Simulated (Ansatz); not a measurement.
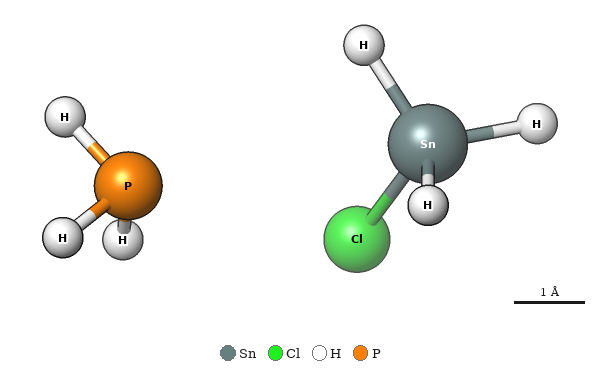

The input geometry (ball-and-stick view, seen at a tilt). Sticks mark near contacts.

## SnPH6Cl: nudged elastic band (part 1 of 2)

System: SnPH6Cl.
Method: RHF/def2-SVP (Ansatz 0.2.0).

It belongs to a series of runs on one base structure; here: band between the two ends.

## The input
```yaml
crystal:
  periodic: [false, false, false]
  atoms:
    - { symbol: Sn, position_ang: [0.761699, 0.247201, -0.380401] }
    - { symbol: Cl, position_ang: [0.911795, -0.082043, 1.960346] }
    - { symbol: H, position_ang: [2.369269, 0.282728, -0.940826] }
    - { symbol: H, position_ang: [-0.029214, 1.732266, -0.615195] }
    - { symbol: H, position_ang: [-0.099088, -1.078473, -1.002943] }
    - { symbol: P, position_ang: [-3.26532, -0.396885, 1.412779] }
    - { symbol: H, position_ang: [-3.809974, -1.699369, 1.374639] }
    - { symbol: H, position_ang: [-4.429711, 0.225084, 1.913724] }
    - { symbol: H, position_ang: [-2.626157, -0.542611, 2.661076] }
basis:
  gaussian: { orbitals: def2-SVP }
hamiltonian:
  xc: hf
neb:
  order_check: false
  images: 7
  f_tol: 0.05
  max_iterations: 60
  final_atoms:
    - { symbol: Sn, position_ang: [-0.52196587, -0.01045966, -0.72110231] }
    - { symbol: Cl, position_ang: [-0.17220946, 0.48164171, 4.50866211] }
    - { symbol: H, position_ang: [0.91170678, -0.85616331, -0.33851666] }
    - { symbol: H, position_ang: [-0.23826849, 1.67457009, -0.71634738] }
    - { symbol: H, position_ang: [-1.09418889, -0.49650328, -2.25806824] }
    - { symbol: P, position_ang: [-2.21952978, -0.50809392, 1.10185341] }
    - { symbol: H, position_ang: [-3.32889272, 0.09341993, 0.47005119] }
    - { symbol: H, position_ang: [-2.51608214, -1.82910465, 0.70231841] }
    - { symbol: H, position_ang: [-1.03727043, 0.1385911, 3.63434847] }
  initial_path:
    images:
      - { positions_ang: [[0.761699, 0.247201, -0.380401], [0.911795, -0.082043, 1.960346], [2.369269, 0.282728, -0.940826], [-0.029214, 1.732266, -0.615195], [-0.099088, -1.078473, -1.002943], [-3.26532, -0.396885, 1.412779], [-3.809974, -1.699369, 1.374639], [-4.429711, 0.225084, 1.913724], [-2.626157, -0.542611, 2.661076]] }
      - { positions_ang: [[0.56831611, 0.19820197, -0.28690996], [0.684752, -0.04825912, 2.15863931], [2.182948, 0.24348135, -0.85438388], [-0.2465489, 1.65712491, -0.60685242], [-0.26653215, -1.1600885, -0.89735996], [-3.1048362, -0.31461743, 1.27922998], [-3.69574009, -1.52146188, 1.05097558], [-3.9837984, 0.04493351, 1.99339899], [-2.35526138, -0.41141681, 2.54646136]] }
      - { positions_ang: [[0.37493322, 0.14920294, -0.19341892], [0.45770901, -0.01447523, 2.35693262], [1.99662699, 0.2042347, -0.76794176], [-0.4638838, 1.58198382, -0.59850984], [-0.4339763, -1.24170401, -0.79177691], [-2.94435239, -0.23234985, 1.14568096], [-3.58150617, -1.34355476, 0.72731216], [-3.53788579, -0.13521698, 2.07307398], [-2.08436577, -0.28022263, 2.43184672]] }
      - { positions_ang: [[0.18155034, 0.10020391, -0.09992789], [0.23066601, 0.01930865, 2.55522592], [1.81030599, 0.16498805, -0.68149963], [-0.68121869, 1.50684272, -0.59016726], [-0.60142045, -1.32331951, -0.68619387], [-2.78386859, -0.15008228, 1.01213194], [-3.46727226, -1.16564764, 0.40364874], [-3.09197319, -0.31536746, 2.15274897], [-1.81347015, -0.14902844, 2.31723208]] }
      - { positions_ang: [[-0.01183255, 0.05120488, -0.00643685], [0.00362301, 0.05309253, 2.75351923], [1.62398499, 0.1257414, -0.59505751], [-0.89855359, 1.43170163, -0.58182468], [-0.7688646, -1.40493501, -0.58061082], [-2.62338479, -0.0678147, 0.87858291], [-3.35303834, -0.98774052, 0.07998532], [-2.64606059, -0.49551795, 2.23242396], [-1.54257454, -0.01783425, 2.20261743]] }
      - { positions_ang: [[-0.13936588, 0.03578874, -0.18510322], [-0.04033511, 0.16022983, 3.19230495], [1.44591543, -0.11973478, -0.5309223], [-0.73348232, 1.49241874, -0.61545535], [-0.85019567, -1.17782708, -0.99997518], [-2.52242104, -0.17788451, 0.93440054], [-3.34700193, -0.71745041, 0.17750179], [-2.61356598, -0.82891463, 1.84989757], [-1.41624851, 0.02127209, 2.56055019]] }
      - { positions_ang: [[-0.26689921, 0.02037261, -0.36376958], [-0.08429322, 0.26736712, 3.63109067], [1.26784588, -0.36521096, -0.46678709], [-0.56841104, 1.55313586, -0.64908603], [-0.93152674, -0.95071915, -1.41933953], [-2.42145728, -0.28795431, 0.99021816], [-3.34096553, -0.4471603, 0.27501826], [-2.58107137, -1.1623113, 1.46737118], [-1.28992249, 0.06037843, 2.91848295]] }
      - { positions_ang: [[-0.39443254, 0.00495648, -0.54243595], [-0.12825134, 0.37450441, 4.06987639], [1.08977633, -0.61068713, -0.40265188], [-0.40333977, 1.61385297, -0.68271671], [-1.01285782, -0.72361121, -1.83870388], [-2.32049353, -0.39802412, 1.04603579], [-3.33492912, -0.17687019, 0.37253473], [-2.54857675, -1.49570797, 1.0848448], [-1.16359646, 0.09948476, 3.27641571]] }
      - { positions_ang: [[-0.52196587, -0.01045966, -0.72110231], [-0.17220946, 0.48164171, 4.50866211], [0.91170678, -0.85616331, -0.33851666], [-0.23826849, 1.67457009, -0.71634738], [-1.09418889, -0.49650328, -2.25806824], [-2.21952978, -0.50809392, 1.10185341], [-3.32889272, 0.09341993, 0.47005119], [-2.51608214, -1.82910465, 0.70231841], [-1.03727043, 0.1385911, 3.63434847]] }
```

Run as:
```bash
ansatz run input.yaml --threads 1 --pin off --max-ram 2048MiB --backend cpu --events-out ev --progress --plain --runs-dir out
```

## The program's output
```
Engine: ansatz 0.2.0, aarch64-unknown-linux-gnu
Functional definition: HF
  exchange = exact_x
  correlation = 0
1043 factors; integrals over basis functions are off by at most 3.3e-4 eV
mean field evaluation 1: about -27668.0816 eV, gradient 1.7e1 eV
mean field evaluation 2: about -27668.0864 eV, gradient 1.7e1 eV
mean field evaluation 4: about -27669.3855 eV, gradient 1.8e0 eV
mean field evaluation 8: about -27669.4018 eV, gradient 3.4e-4 eV
mean field -27669.40176400 eV, -1016.8317598327 hartree, gradient 2.6e-5 eV, S^2 0.000000; 0 other end points of the search recorded, 0 dependent functions left out
the calculation of the forces begins
reference -27669.40176400 eV, -1016.8317598327 hartree; 30, 30 occupied and 62, 62 virtual orbitals, 1043 factors
1047 factors; integrals over basis functions are off by at most 8.0e-4 eV
mean field evaluation 16: about -27668.6727 eV, gradient 2.6e-1 eV
mean field -27668.67292377 eV, -1016.8049754484 hartree, gradient 1.0e-5 eV, S^2 0.000000; 0 other end points of the search recorded, 0 dependent functions left out
[... from here on the field's lines of each further geometry are left out, up to the last ...]
NEB iter   1: max|band force component| = 2.396e1 eV/Å  barrier→ = 7.5612 eV  barrier← = 6.8324 eV  Δτ_max = 0.1997 Å  (238 SCF iters)
NEB iter   2: max|band force component| = 8.072e0 eV/Å  barrier→ = 4.4459 eV  barrier← = 3.7170 eV  Δτ_max = 0.2000 Å  (196 SCF iters)
NEB iter   3: max|band force component| = 3.831e0 eV/Å  barrier→ = 3.5915 eV  barrier← = 2.8626 eV  Δτ_max = 0.2000 Å  (186 SCF iters)
NEB iter   4: max|band force component| = 1.021e0 eV/Å  barrier→ = 3.1553 eV  barrier← = 2.4265 eV  Δτ_max = 0.2000 Å  (185 SCF iters)
NEB iter   5: max|band force component| = 8.470e-1 eV/Å  barrier→ = 2.7477 eV  barrier← = 2.0189 eV  Δτ_max = 0.2000 Å  (176 SCF iters)
NEB iter   6: max|band force component| = 1.220e0 eV/Å  barrier→ = 2.4078 eV  barrier← = 1.6789 eV  Δτ_max = 0.1007 Å  (175 SCF iters)
NEB iter   7: max|band force component| = 6.691e-1 eV/Å  barrier→ = 2.2680 eV  barrier← = 1.5391 eV  Δτ_max = 0.1007 Å  (163 SCF iters)
NEB iter   8: max|band force component| = 7.232e-1 eV/Å  barrier→ = 2.1449 eV  barrier← = 1.4160 eV  CI = image 4  Δτ_max = 0.1014 Å  (158 SCF iters)
NEB iter   9: max|band force component| = 1.033e0 eV/Å  barrier→ = 2.1938 eV  barrier← = 1.4650 eV  CI = image 4  Δτ_max = 0.1023 Å  (161 SCF iters)
NEB iter  10: max|band force component| = 1.430e0 eV/Å  barrier→ = 2.2103 eV  barrier← = 1.4815 eV  CI = image 4  Δτ_max = 0.2000 Å  (161 SCF iters)
NEB iter  11: max|band force component| = 1.876e0 eV/Å  barrier→ = 2.2997 eV  barrier← = 1.5709 eV  CI = image 4  Δτ_max = 0.2000 Å  (163 SCF iters)
NEB iter  12: max|band force component| = 1.853e0 eV/Å  barrier→ = 2.7156 eV  barrier← = 1.9868 eV  CI = image 4  Δτ_max = 0.2000 Å  (166 SCF iters)
NEB iter  13: max|band force component| = 1.676e0 eV/Å  barrier→ = 3.1479 eV  barrier← = 2.4191 eV  CI = image 4  Δτ_max = 0.1953 Å  (173 SCF iters)
NEB iter  14: max|band force component| = 1.167e0 eV/Å  barrier→ = 3.3510 eV  barrier← = 2.6222 eV  CI = image 4  Δτ_max = 0.1784 Å  (176 SCF iters)
NEB iter  15: max|band force component| = 2.827e-1 eV/Å  barrier→ = 3.2678 eV  barrier← = 2.5389 eV  CI = image 4  Δτ_max = 0.0992 Å  (171 SCF iters)
NEB iter  16: max|band force component| = 1.600e-1 eV/Å  barrier→ = 3.2460 eV  barrier← = 2.5171 eV  CI = image 4  Δτ_max = 0.0900 Å  (169 SCF iters)
NEB iter  17: max|band force component| = 2.140e-1 eV/Å  barrier→ = 3.2293 eV  barrier← = 2.5005 eV  CI = image 4  Δτ_max = 0.0451 Å  (164 SCF iters)
NEB iter  18: max|band force component| = 1.952e-1 eV/Å  barrier→ = 3.2223 eV  barrier← = 2.4935 eV  CI = image 4  Δτ_max = 0.0450 Å  (167 SCF iters)
NEB iter  19: max|band force component| = 1.802e-1 eV/Å  barrier→ = 3.2146 eV  barrier← = 2.4858 eV  CI = image 4  Δτ_max = 0.0897 Å  (180 SCF iters)
NEB iter  20: max|band force component| = 1.453e-1 eV/Å  barrier→ = 3.2008 eV  barrier← = 2.4719 eV  CI = image 4  Δτ_max = 0.1773 Å  (178 SCF iters)
NEB iter  21: max|band force component| = 2.039e-1 eV/Å  barrier→ = 3.1834 eV  barrier← = 2.4546 eV  CI = image 4  Δτ_max = 0.0899 Å  (167 SCF iters)
NEB iter  22: max|band force component| = 1.763e-1 eV/Å  barrier→ = 3.1682 eV  barrier← = 2.4394 eV  CI = image 4  Δτ_max = 0.0901 Å  (164 SCF iters)
NEB iter  23: max|band force component| = 1.670e-1 eV/Å  barrier→ = 3.1580 eV  barrier← = 2.4291 eV  CI = image 4  Δτ_max = 0.0901 Å  (164 SCF iters)
NEB iter  24: max|band force component| = 1.609e-1 eV/Å  barrier→ = 3.1493 eV  barrier← = 2.4205 eV  CI = image 4  Δτ_max = 0.0902 Å  (164 SCF iters)
NEB iter  25: max|band force component| = 1.750e-1 eV/Å  barrier→ = 3.1430 eV  barrier← = 2.4142 eV  CI = image 4  Δτ_max = 0.1774 Å  (164 SCF iters)
NEB iter  26: max|band force component| = 1.392e-1 eV/Å  barrier→ = 3.1376 eV  barrier← = 2.4087 eV  CI = image 4  Δτ_max = 0.1773 Å  (166 SCF iters)
NEB iter  27: max|band force component| = 1.454e-1 eV/Å  barrier→ = 3.1319 eV  barrier← = 2.4030 eV  CI = image 4  Δτ_max = 0.0893 Å  (165 SCF iters)
NEB iter  28: max|band force component| = 1.554e-1 eV/Å  barrier→ = 3.1267 eV  barrier← = 2.3979 eV  CI = image 4  Δτ_max = 0.0451 Å  (164 SCF iters)
NEB iter  29: max|band force component| = 1.492e-1 eV/Å  barrier→ = 3.1235 eV  barrier← = 2.3946 eV  CI = image 4  Δτ_max = 0.0451 Å  (168 SCF iters)
NEB iter  30: max|band force component| = 1.279e-1 eV/Å  barrier→ = 3.1203 eV  barrier← = 2.3914 eV  CI = image 4  Δτ_max = 0.0451 Å  (167 SCF iters)
NEB iter  31: max|band force component| = 9.168e-2 eV/Å  barrier→ = 3.1169 eV  barrier← = 2.3881 eV  CI = image 4  Δτ_max = 0.0449 Å  (165 SCF iters)
NEB iter  32: max|band force component| = 8.381e-2 eV/Å  barrier→ = 3.1139 eV  barrier← = 2.3851 eV  CI = image 4  Δτ_max = 0.0380 Å  (166 SCF iters)
NEB iter  33: max|band force component| = 9.082e-2 eV/Å  barrier→ = 3.1113 eV  barrier← = 2.3825 eV  CI = image 4  Δτ_max = 0.0297 Å  (171 SCF iters)
NEB iter  34: max|band force component| = 9.848e-2 eV/Å  barrier→ = 3.1087 eV  barrier← = 2.3799 eV  CI = image 4  Δτ_max = 0.0248 Å  (171 SCF iters)
NEB iter  35: max|band force component| = 1.072e-1 eV/Å  barrier→ = 3.1061 eV  barrier← = 2.3772 eV  CI = image 4  Δτ_max = 0.0228 Å  (173 SCF iters)
NEB iter  36: max|band force component| = 1.180e-1 eV/Å  barrier→ = 3.1031 eV  barrier← = 2.3742 eV  CI = image 4  Δτ_max = 0.0359 Å  (173 SCF iters)
NEB iter  37: max|band force component| = 1.390e-1 eV/Å  barrier→ = 3.0978 eV  barrier← = 2.3689 eV  CI = image 4  Δτ_max = 0.0331 Å  (170 SCF iters)
NEB iter  38: max|band force component| = 1.658e-1 eV/Å  barrier→ = 3.0911 eV  barrier← = 2.3622 eV  CI = image 4  Δτ_max = 0.0393 Å  (172 SCF iters)
NEB iter  39: max|band force component| = 2.028e-1 eV/Å  barrier→ = 3.0821 eV  barrier← = 2.3532 eV  CI = image 4  Δτ_max = 0.0451 Å  (173 SCF iters)
NEB iter  40: max|band force component| = 2.687e-1 eV/Å  barrier→ = 3.0643 eV  barrier← = 2.3355 eV  CI = image 4  Δτ_max = 0.0902 Å  (173 SCF iters)
NEB iter  41: max|band force component| = 3.977e-1 eV/Å  barrier→ = 3.0233 eV  barrier← = 2.2944 eV  CI = image 4  Δτ_max = 0.1619 Å  (183 SCF iters)
NEB iter  42: max|band force component| = 7.929e-1 eV/Å  barrier→ = 2.8218 eV  barrier← = 2.0930 eV  CI = image 4  Δτ_max = 0.1753 Å  (180 SCF iters)
NEB iter  43: max|band force component| = 7.364e-1 eV/Å  barrier→ = 2.4439 eV  barrier← = 1.7151 eV  CI = image 4  Δτ_max = 0.1765 Å  (174 SCF iters)
NEB iter  44: max|band force component| = 6.631e-1 eV/Å  barrier→ = 2.1985 eV  barrier← = 1.4697 eV  CI = image 4  Δτ_max = 0.0903 Å  (183 SCF iters)
NEB iter  45: max|band force component| = 5.486e-1 eV/Å  barrier→ = 2.1282 eV  barrier← = 1.3994 eV  CI = image 4  Δτ_max = 0.1726 Å  (181 SCF iters)
NEB iter  46: max|band force component| = 2.602e-1 eV/Å  barrier→ = 2.0463 eV  barrier← = 1.3175 eV  CI = image 4  Δτ_max = 0.1954 Å  (181 SCF iters)
NEB iter  47: max|band force component| = 2.498e-1 eV/Å  barrier→ = 2.0390 eV  barrier← = 1.3101 eV  CI = image 4  Δτ_max = 0.1374 Å  (171 SCF iters)
```
